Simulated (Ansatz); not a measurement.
**One shape, several levels: SiHF (SMILES F[SiH])**

Wanted: a comparison of 6 runs (BLYP/STO-3G, PBE0/STO-3G, UPBE/STO-3G, UPBE0/STO-3G, CCSDT(Q)/STO-3G, FCI/STO-3G) of SiHF. 

The results are computed with Ansatz 0.2.0.

61 further runs of the same task are left out: 7 that didn't finish, 54 set aside as unsound or not needed.

## (1) The system as given

SiHF: 3 atoms, total charge 0, spin state singlet. SMILES: `F[SiH]`. The Si2–F1 distance was set to 2.015 Å, away from the relaxed value.

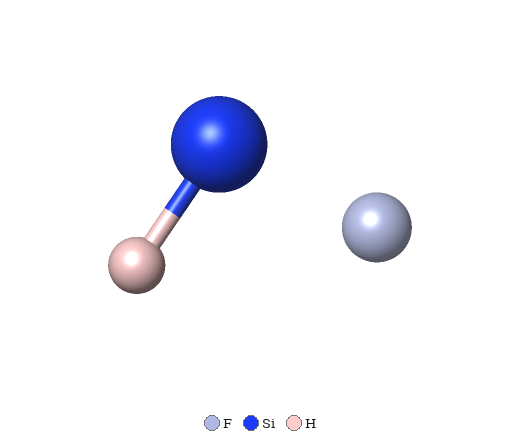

The structure, seen from a chosen angle (fluorine light blue, silicon blue, hydrogen pink).

## (2) The energy at BLYP/STO-3G (run 1)

Contents of input.yaml:

```yaml
crystal:
  periodic: [false, false, false]
  atoms:
    - {symbol: F, position_ang: [-1.409442, -0.126846, -0.796320]}
    - {symbol: Si, position_ang: [0.186800, 0.629400, 0.173800]}
    - {symbol: H, position_ang: [0.892400, -0.718600, 0.415300]}
basis:
  gaussian: {orbitals: STO-3G}
hamiltonian: {xc: {name: BLYP}}
accuracy: high
```

Launch:

```
$ ansatz run input.yaml --threads 1 --pin off --max-ram 2610MiB --events-out events.jsonl --progress --plain --runs-dir runs
```

Output:

```text
Warning: RAYON_NUM_THREADS=1 ignored (pool sized by the plan → 1); use --threads N
Functional definition: BLYP
  name "BLYP"
  parameter beta = 0.0042
  parameter a = 0.04918
  parameter b = 0.132
  parameter c = 0.2533
  parameter d = 0.349
  exchange = b88_x(beta = beta)
  correlation = lyp_c(a = a, b = b, c = c, d = d)
242 factors; integrals over basis functions are off by at most 3.3e-8 eV
mean field evaluation 1: about -10472.7895 eV, gradient 2.3e1 eV
mean field evaluation 2: about -10377.4890 eV, gradient 1.4e2 eV
mean field evaluation 4: about -10475.2890 eV, gradient 6.9e0 eV
mean field evaluation 8: about -10475.4292 eV, gradient 1.5e-1 eV
mean field evaluation 16: about -10475.4293 eV, gradient 5.8e-7 eV
mean field -10475.42933044 eV, -384.9649273927 hartree, gradient 5.1e-9 eV, S^2 0.000000; 0 other end points of the search recorded, 0 dependent functions left out
reference -10475.42935935 eV, -384.9649284552 hartree; 12, 12 occupied and 3, 3 virtual orbitals, 242 factors
Total energy: -10475.42935935 eV, -384.9649284552 hartree
```

Wall time 0.38 s (1 thread of AMD EPYC 9R14 (Zen 4), shared host).

## (3) The energy at PBE0/STO-3G (run 2)

Contents of job.yaml:

```yaml
crystal:
  periodic: [false, false, false]
  atoms:
    - {symbol: F, position_ang: [-1.409442, -0.126846, -0.796320]}
    - {symbol: Si, position_ang: [0.186800, 0.629400, 0.173800]}
    - {symbol: H, position_ang: [0.892400, -0.718600, 0.415300]}
basis:
  gaussian:
    orbitals: STO-3G
hamiltonian:
  xc: pbe0
accuracy: high
```

Launch:

```
$ ansatz run job.yaml --threads 1 --pin off --max-ram 2610MiB --events-out events.jsonl --progress --plain --runs-dir runs
```

Output:

```text
Warning: RAYON_NUM_THREADS=1 ignored (pool sized by the plan → 1); use --threads N
Functional definition: PBE0
  name "PBE0"
  parameter a = 0.25
  parameter kappa = 0.804
  parameter beta = 0.06672455060314922
  exchange = (1 - a)*pbe_x(kappa = kappa, mu = beta*pi^2/3) + a*exact_x
  correlation = pbe_c(beta = beta)
242 factors; integrals over basis functions are off by at most 3.3e-8 eV
mean field evaluation 1: about -10468.0701 eV, gradient 2.3e1 eV
mean field evaluation 2: about -10395.6769 eV, gradient 1.3e2 eV
mean field evaluation 4: about -10471.2131 eV, gradient 1.7e0 eV
mean field evaluation 8: about -10471.2072 eV, gradient 6.3e-2 eV
mean field evaluation 16: about -10471.2073 eV, gradient 1.8e-6 eV
mean field -10471.20725514 eV, -384.8097689872 hartree, gradient 4.9e-9 eV, S^2 0.000000; 0 other end points of the search recorded, 0 dependent functions left out
reference -10471.20725617 eV, -384.8097690250 hartree; 12, 12 occupied and 3, 3 virtual orbitals, 242 factors
Total energy: -10471.20725617 eV, -384.8097690250 hartree
```

It took 0.38 s on 1 thread of AMD EPYC 9R14 (Zen 4), shared host.

Runs 3 to 5 aren't shown in full; the table further down has their settings and results.

## (4) A single-point energy at FCI/STO-3G (run 6)

Edit input.yaml of step 2 so:

```diff
@@ -8,3 +8,3 @@
   gaussian: {orbitals: STO-3G}
-hamiltonian: {xc: {name: BLYP}}
+correlation: {method: fci, frozen_orbitals: {F: 1, H: 0, Si: 5}}
 accuracy: high
```

Launch:

```
$ ansatz run input.yaml --threads 1 --pin off --max-ram 2610MiB --events-out events.jsonl --progress --plain --runs-dir runs
```

Output:

```text
Warning: RAYON_NUM_THREADS=1 ignored (pool sized by the plan → 1); use --threads N
Functional definition: HF
  name "HF"
  exchange = exact_x
  correlation = 0
242 factors; integrals over basis functions are off by at most 3.3e-8 eV
mean field evaluation 1: about -10448.1850 eV, gradient 2.1e1 eV
mean field evaluation 2: about -10448.2216 eV, gradient 2.1e1 eV
mean field evaluation 4: about -10451.6297 eV, gradient 2.4e0 eV
mean field evaluation 8: about -10451.7204 eV, gradient 5.9e-2 eV
mean field -10451.72041800 eV, -384.0936409309 hartree, gradient 6.1e-9 eV, S^2 0.000000; 0 other end points of the search recorded, 0 dependent functions left out; unrestricted orbitals would lower it
mean field evaluation 16: about -10451.5869 eV, gradient 6.7e0 eV
6 core orbitals not correlated: weight in the atoms' cores, before any rotation towards them, 1.000 or more for the frozen orbitals, at most 0.000 for the correlated occupied ones
reference -10451.72041800 eV, -384.0936409309 hartree; 6, 6 occupied and 3, 3 virtual orbitals, 242 factors
state -10454.36806918 eV, -384.1909403173 hartree
Total energy: -10454.36806918 eV, -384.1909403173 hartree
```

It took 0.22 s on 1 thread of AMD EPYC 9R14 (Zen 4), shared host.

## (5) The series

```tsv
run	level	frozen core orbitals	energy (Eh)	wall time
1	BLYP/STO-3G	–	-384.964928	0.38 s
2	PBE0/STO-3G	–	-384.809769	0.38 s
3	UPBE/STO-3G	–	-384.764298	1 s
4	UPBE0/STO-3G	–	-384.809769	0.66 s
5	CCSDT(Q)/STO-3G	6	-384.192001	0.3 s
6	FCI/STO-3G	6	-384.190940	0.22 s
```

## (6) Results

```
                                          quantity          value
                               run 6: total energy  -384.19094 Eh
run 6: correlation energy (6 core orbitals frozen)      -97.3 mEh
```

In words: Against full CI in this basis: CCSDT(Q) -1.1 mEh. Totals of different functionals can't be ranked against each other. In run 5 the log says that unrestricted orbitals would lower the reference, so the values rest on an unstable closed-shell determinant (other closed-shell runs at this shape may share the fault). In runs 1, 2, 3, 4, 5, 6 the basis is minimal, so the values are rough. All runs together took 3 s, the longest 1 s.
